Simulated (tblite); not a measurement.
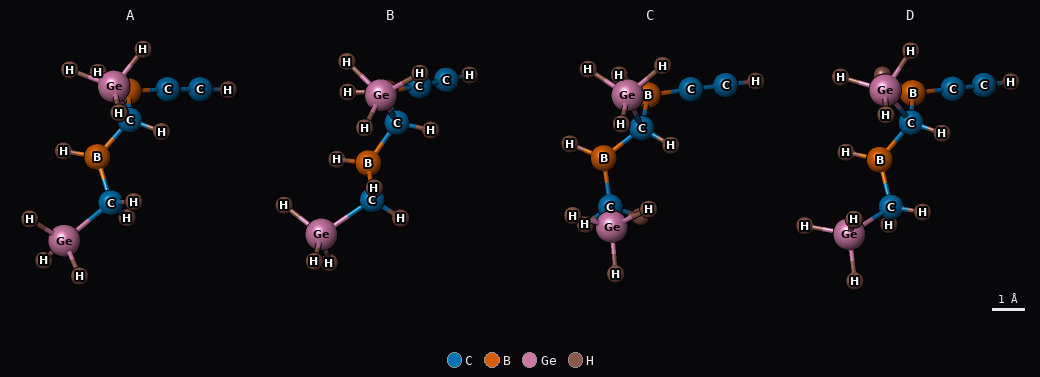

4 geometries from one relaxation of C4H12B2Ge2, in shuffled order. A ball-and-stick model, seen from a free direction.

The calculation used tblite 0.8.0, GFN2-xTB geometry optimisation, gas phase. 

Question: Put them in the order of the run, from the start to the converged end.

Answer: B, A, D, C. They are steps 0, 99, 151, 253, at +0.960 eV, +0.164 eV, +0.081 eV relative to the last. The largest move after the best rigid fit is that of an H atom, 3.80 Å. By element the largest moves are H 3.80 Å, C 1.51 Å, Ge 1.26 Å, B 0.85 Å. Near-neighbour distances that change, for instance: B–C 1.607 → 1.562 Å, Ge–H 1.544 → 1.505 Å, B–H 1.210 → 1.174 Å, C–Ge 1.965 → 1.990 Å. Among the angles between lasting bonds that change: C–B–H 113.3° → 121.0°, B–C–H 106.9° → 113.7°, C–Ge–H 106.6° → 113.2°. Groups turn about B–C by about 90°, B–C by about 50°, C–Ge by about 35°. The energy falls by 0.960 eV in 253 geometry steps. The run took 3.9 s on 1 thread of Arm Neoverse N1, on a shared host.
